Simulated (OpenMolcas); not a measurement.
**C2H5BClF (SMILES BC(F)CCl), step by step**

We compute a single-point energy (HF/ANO-RCC-MB), then a single-point energy (CASSCF(2,2)/ANO-RCC-VDZP), then the energy along one coordinate (CASPT2(2,2)/ANO-RCC-VDZP), then the energy along one coordinate (SC-NEVPT2(2,2)/ANO-RCC-VDZP), then an energy scan (MC-PDFT[tPBE](2,2)/ANO-RCC-VDZP) of C2H5BClF. 

The calculation is run with OpenMolcas 26.06.

**1. The molecule**

The species is C2H5BClF (10 atoms), meant as a singlet with charge 0. SMILES: `BC(F)CCl`. Geometry: relaxed at PBE0-D4/def2-TZVP. This is one conformer, not always the lowest.

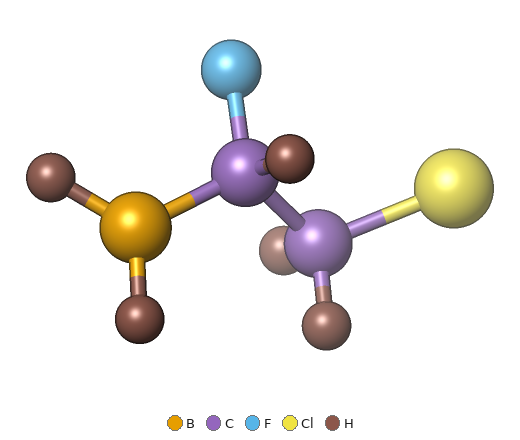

Viewed from a chosen angle; boron amber, carbon purple, fluorine blue, chlorine yellow, hydrogen brown.

**2. The energy at HF/ANO-RCC-MB (DKH2) (run 1)**

Input file input.xyz:

```xyz
10

B     -1.309200    -0.711700    -0.281200
C      0.178900    -0.496800     0.126500
F      0.520300    -1.080300     1.336000
C      0.655300     0.934900     0.100000
Cl     2.428700     1.067800     0.206300
H     -2.010300    -1.450800     0.336900
H     -1.707400    -0.172300    -1.270600
H      0.728500    -1.046200    -0.665100
H      0.248500     1.491800     0.943700
H      0.349800     1.412800    -0.829700
```

Input file step1.input:

```
* C2H5BClF Hartree-Fock

&gateway
  coord
  input.xyz
  basis
  ANO-RCC-MB
  group
  NoSym

&seward

&scf
  prorbitals
  0

&localisation
  occupied
  freeze
  pipek-mezey

&localisation
  fileorb
  $Project.LocOrb
  virtual
  pipek-mezey
```

Launch:

```console
$ export MOLCAS_MEM=1860
$ pymolcas step1.input > step1.log
```

The program printed:

```text
--- Start Module: gateway ---
[...]
--- Stop Module: gateway /rc=_RC_ALL_IS_WELL_ ---
[...]
      Basis functions           34
[...]
       Convergence after  10 Iterations
[...]
::    Total SCF energy                               -663.5933431107
[...]
      Total spin, S                                     0.0000000000
[...]
      Total electronic charge=   48.000000
      Total            charge=   -0.000000
[...]
      Dipole Moment (debye):
      Origin of the operator (angstrom)=    0.9360    0.1540    0.3268
                   X= -2.2917E+00               Y=  6.4562E-01               Z= -1.9043E+00           Total=  3.0488E+00
      Quadrupole Moment (debye*angstrom):
[...]
--- Start Module: localisation ---
[...]
--- Stop Module: localisation /rc=_RC_ALL_IS_WELL_ ---
--- Start Module: localisation ---
[...]
--- Stop Module: localisation /rc=_RC_ALL_IS_WELL_ ---
[...]
```

Run time: 6.3 s. Hardware: 1 thread of Intel Xeon Platinum 8259CL at 2.50GHz (Skylake/Cascade Lake), shared host; peak memory 0.41 GiB.

**3. The energy at CASSCF(2,2)/ANO-RCC-VDZP (DKH2, RICD fitting) (run 2)**

input.xyz is that of step 2.

Input file step2.inp:

```
* C2H5BClF CASSCF
&GATEWAY
COORD
input.xyz
BASIS
ANO-RCC-MB
GROUP
NoSym
&SEWARD
&RASSCF
FILEORB
$CurrDir/step1.LocOrb
ALTER
2
1 22 24
1 25 28
SPIN
1
NACTEL
2 0 0
INACTIVE
23
RAS2
2
ORBLISTING
Nothing
>>> COPY $Project.RunFile RUNFIL1
>>> COPY $Project.RasOrb INPORB
&GATEWAY
COORD
input.xyz
BASIS
ANO-RCC-VDZP
GROUP
NoSym
RICD
&SEWARD
>>> COPY $Project.RunFile RUNFIL2
&EXPBAS
&RASSCF
FILEORB
$Project.ExpOrb
SPIN
1
NACTEL
2 0 0
INACTIVE
23
RAS2
2
ORBLISTING
Nothing
```

Launch:

```console
$ export MOLCAS_MEM=1860
$ pymolcas step2.inp > step2.log
```

The program printed:

```text
--- Start Module: gateway ---
[...]
      Basis functions           34
[...]
      Number of active orbitals                  2
[...]
      Spin quantum number                      0.0
[...]
      Active orbitals                            2
[...]
      Number of CSFs                             3
[...]
      Number of root(s) required                 1
[...]
      Convergence after 14 iterations
[...]
      printout of CI-coefficients larger than  0.05 for root  1
      energy=    -663.603569
      conf/sym  11     Coeff  Weight
             1  20   0.99671 0.99344
             3  02  -0.08101 0.00656
      Natural orbitals and occupation numbers for root  1
      sym 1:   1.986874   0.013126
      ************************************************************************************************************************
      *                                                    Final results                                                     *
[...]
::    RASSCF root number  1 Total energy:   -663.60356853
[...]
      Basis functions           99
[...]
      Convergence after 13 iterations
[...]
      Natural orbitals and occupation numbers for root  1
      sym 1:   1.986768   0.013232
      ************************************************************************************************************************
      *                                                    Final results                                                     *
[...]
::    RASSCF root number  1 Total energy:   -663.87731764
[...]
      Total electronic charge=   48.000000
      Total            charge=   -0.000000
[...]
      Dipole Moment (debye):
      Origin of the operator (angstrom)=    0.9360    0.1540    0.3268
                   X= -2.4168E+00               Y=  6.9807E-01               Z= -1.9363E+00           Total=  3.1745E+00
      Quadrupole Moment (debye*angstrom):
[...]
```

Wall time 19 s (1 thread of Intel Xeon Platinum 8259CL at 2.50GHz (Skylake/Cascade Lake), shared host); peak memory 0.41 GiB.

**4. The energy along one coordinate at CASPT2(2,2)/ANO-RCC-VDZP (DKH2, RICD fitting, ipea shift 0.25 Eh, pt2 variant SS) (run 3)**

Input file step3.input:

```
>>> COPY $CurrDir/step2.RasOrb $Project.RasOrb
>>> ForEach K in (1, 2, 3, 4, 5, 6, 7, 8, 9)

&GATEWAY
 Coord
 $CurrDir/point$K.xyz
 Basis
 ANO-RCC-VDZP
 Group
 NoSym
 RICD

&SEWARD

&RASSCF
 FileOrb
 $Project.RasOrb
 Spin
 1
 Nactel
 2 0 0
 Inactive
 23
 Ras2
 2
 OrbListing
 Nothing

&CASPT2
 Imaginary
 0.2
 Frozen
 9
>>> EndDo
```

Launch:

```console
$ export MOLCAS_MEM=1860
$ pymolcas step3.input > step3.log
```

The program printed:

```text
[...]
      Basis functions           99
[...]
      Number of active orbitals                  2
[...]
      Spin quantum number                      0.0
[...]
      Active orbitals                            2
[...]
      Number of CSFs                             3
[...]
      Number of root(s) required                 1
[...]
      Convergence after 13 iterations
[...]
      printout of CI-coefficients larger than  0.05 for root  1
      energy=    -663.856131
      conf/sym  11     Coeff  Weight
             1  20   0.99795 0.99590
             3  02  -0.06401 0.00410
      Natural orbitals and occupation numbers for root  1
      sym 1:   1.991805   0.008195
      ************************************************************************************************************************
      *                                                    Final results                                                     *
[...]
::    RASSCF root number  1 Total energy:   -663.85613075
[...]
::    CASPT2 Root  1     Total energy:   -664.54723308
[...]
      Convergence after 11 iterations
[...]
      Natural orbitals and occupation numbers for root  1
      sym 1:   1.986762   0.013238
      ************************************************************************************************************************
      *                                                    Final results                                                     *
[...]
      Convergence after 12 iterations
[...]
      Convergence after 12 iterations
[...]
      Convergence after  9 iterations
[...]
::    RASSCF root number  1 Total energy:   -663.73044338
[...]
::    CASPT2 Root  1     Total energy:   -664.39882650
[...]
      Convergence after  8 iterations
[...]
::    RASSCF root number  1 Total energy:   -663.72698685
[...]
      Reference weight:           0.81553
[...]
::    CASPT2 Root  1     Total energy:   -664.39378918
[...]
```

It took 2.3 min on 1 thread of Intel Xeon Platinum 8259CL at 2.50GHz (Skylake/Cascade Lake), shared host; peak memory 0.086 GiB.

The scan, from its lowest point:

```
C2–B1 (Å)  energy (kJ/mol)
    1.402             45.2
    1.558              0.0
    1.714             17.2
    1.947             88.2
    2.259            198.2
    2.648            309.7
    3.116            391.2
    3.739            434.8
    4.673            448.0
```

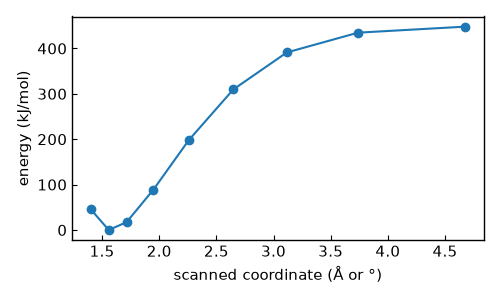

Energy along the scan.

**5. An energy scan at SC-NEVPT2(2,2)/ANO-RCC-VDZP (DKH2, RICD fitting, pt2 variant SC-NEVPT2) (run 4)**

Input file step4.inp:

```
>>> EXPORT MOLCAS_PRINT=2
>>> COPY $CurrDir/step2.RasOrb $Project.RasOrb
>>> ForEach K in (1, 2, 3, 4, 5, 6, 7, 8, 9)

&GATEWAY
 Coord
 $CurrDir/point$K.xyz
 Basis
 ANO-RCC-VDZP
 Group
 NoSym
 RICD

&SEWARD

&RASSCF
 FileOrb
 $Project.RasOrb
 Spin
 1
 Nactel
 2 0 0
 Inactive
 23
 Ras2
 2
 OrbListing
 Nothing

&CASPT2
 SC-NEVPT2
 Frozen
 9
>>> EndDo
```

Launch:

```console
$ export MOLCAS_MEM=1860
$ pymolcas step4.inp > step4.log
```

The program printed:

```text
--- Start Module: gateway ---
[...]
      Basis functions           99
[...]
      Number of active orbitals                  2
[...]
      Spin quantum number                      0.0
[...]
      Active orbitals                            2
[...]
      Number of CSFs                             3
[...]
      Number of root(s) required                 1
[...]
      Convergence after 13 iterations
[...]
      printout of CI-coefficients larger than  0.05 for root  1
      energy=    -663.856131
      conf/sym  11     Coeff  Weight
             1  20   0.99795 0.99590
             3  02  -0.06401 0.00410
      Natural orbitals and occupation numbers for root  1
      sym 1:   1.991805   0.008195
      ************************************************************************************************************************
      *                                                    Final results                                                     *
[...]
::    RASSCF root number  1 Total energy:   -663.85613075
[...]
::    SC-NEVPT2 Root  1     Total energy:   -664.54262076
[...]
      Convergence after 11 iterations
[...]
      Natural orbitals and occupation numbers for root  1
      sym 1:   1.986762   0.013238
      ************************************************************************************************************************
      *                                                    Final results                                                     *
[...]
      Convergence after 12 iterations
[...]
      Convergence after 12 iterations
[...]
      Convergence after  9 iterations
[...]
::    RASSCF root number  1 Total energy:   -663.73044338
[...]
::    SC-NEVPT2 Root  1     Total energy:   -664.39389303
[...]
      Convergence after  8 iterations
[...]
::    RASSCF root number  1 Total energy:   -663.72698685
[...]
::    SC-NEVPT2 Root  1     Total energy:   -664.38910015
[...]
```

It took 2 min on 1 thread of Intel Xeon Platinum 8259CL at 2.50GHz (Skylake/Cascade Lake), shared host; peak memory 0.086 GiB.

The scan, from its lowest point:

```
C2–B1 (Å)  energy (kJ/mol)
    1.402             46.9
    1.558              0.0
    1.714             15.8
    1.947             85.5
    2.259            195.5
    2.648            309.4
    3.116            393.6
    3.739            437.4
    4.673            449.9
```

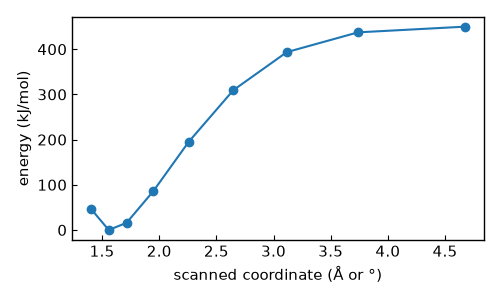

Energy along the scan.

**6. The energy along one coordinate at MC-PDFT[tPBE](2,2)/ANO-RCC-VDZP (DKH2, RICD fitting) (run 5)**

Input file step5.inp:

```
* C2H5BClF MC-PDFT
>>> COPY $CurrDir/step2.RasOrb $Project.RasOrb
>>> ForEach K in (1, 2, 3, 4, 5, 6, 7, 8, 9)
&GATEWAY
Coord=$CurrDir/point$K.xyz
Basis=ANO-RCC-VDZP
Group=NoSym
RICD
&SEWARD
&RASSCF
FileOrb=$Project.RasOrb
Spin=1
Nactel=2 0 0
Inactive=23
Ras2=2
OrbListing=Nothing
&MCPDFT
KSDFT=T:PBE
>>> EndDo
```

Launch:

```console
$ export MOLCAS_MEM=1860
$ pymolcas step5.inp > step5.log
```

The program printed:

```text
--- Start Module: gateway ---
[...]
      Basis functions           99
[...]
      Number of active orbitals                  2
[...]
      Spin quantum number                      0.0
[...]
      Active orbitals                            2
[...]
      Number of CSFs                             3
[...]
      Number of root(s) required                 1
[...]
      Convergence after 13 iterations
[...]
      printout of CI-coefficients larger than  0.05 for root  1
      energy=    -663.856131
      conf/sym  11     Coeff  Weight
             1  20   0.99795 0.99590
             3  02  -0.06401 0.00410
      Natural orbitals and occupation numbers for root  1
      sym 1:   1.991805   0.008195
      ************************************************************************************************************************
      *                                                    Final results                                                     *
[...]
::    RASSCF root number  1 Total energy:   -663.85613075
[...]
::    MCPDFT root number  1 Total energy:   -665.23282633
[...]
      Convergence after 11 iterations
[...]
      Natural orbitals and occupation numbers for root  1
      sym 1:   1.986762   0.013238
      ************************************************************************************************************************
      *                                                    Final results                                                     *
[...]
      Convergence after 12 iterations
[...]
      Convergence after 12 iterations
[...]
      Convergence after  9 iterations
[...]
::    RASSCF root number  1 Total energy:   -663.73044338
[...]
::    MCPDFT root number  1 Total energy:   -665.07190045
[...]
      Convergence after  8 iterations
[...]
::    RASSCF root number  1 Total energy:   -663.72698685
[...]
::    MCPDFT root number  1 Total energy:   -665.06696819
[...]
```

Run time: 2.2 min. Hardware: 1 thread of Intel Xeon Platinum 8259CL at 2.50GHz (Skylake/Cascade Lake), shared host; peak memory 0.086 GiB.

The scan, from its lowest point:

```
C2–B1 (Å)  energy (kJ/mol)
    1.402             39.7
    1.558              0.0
    1.714             19.4
    1.947             91.5
    2.259            202.9
    2.648            320.4
    3.116            412.1
    3.739            462.2
    4.673            475.2
```

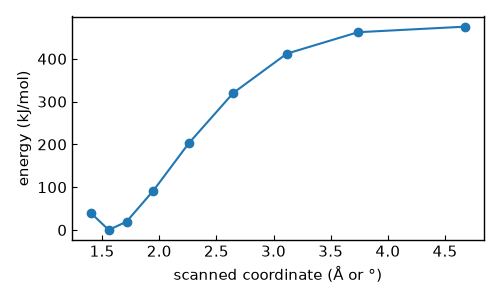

Energy along the scan.

**7. What came out**

```
                                                         quantity          value
                               run 1, HF/ANO-RCC-MB: total energy  -663.59334 Eh
                              run 1, HF/ANO-RCC-MB: dipole moment         3.05 D
                                run 1, HF/ANO-RCC-MB: HOMO energy      -12.59 eV
                                run 1, HF/ANO-RCC-MB: LUMO energy        1.09 eV
                              run 1, HF/ANO-RCC-MB: HOMO–LUMO gap       13.69 eV
                    run 2, CASSCF(2,2)/ANO-RCC-VDZP: total energy  -663.87732 Eh
  run 2, CASSCF(2,2)/ANO-RCC-VDZP: dipole moment (CASSCF density)         3.17 D
       run 3, CASPT2(2,2)/ANO-RCC-VDZP: lowest energy of the scan  -664.56443 Eh
    run 4, SC-NEVPT2(2,2)/ANO-RCC-VDZP: lowest energy of the scan  -664.56048 Eh
run 5, MC-PDFT[tPBE](2,2)/ANO-RCC-VDZP: lowest energy of the scan  -665.24795 Eh
```

In words: Mulliken charges (run 1, HF/ANO-RCC-MB) run from -0.32 on C4 to +0.20 on H9; they depend strongly on the basis. Mulliken charges (run 2, CASSCF(2,2)/ANO-RCC-VDZP) run from -0.37 on F3 to +0.39 on C2.
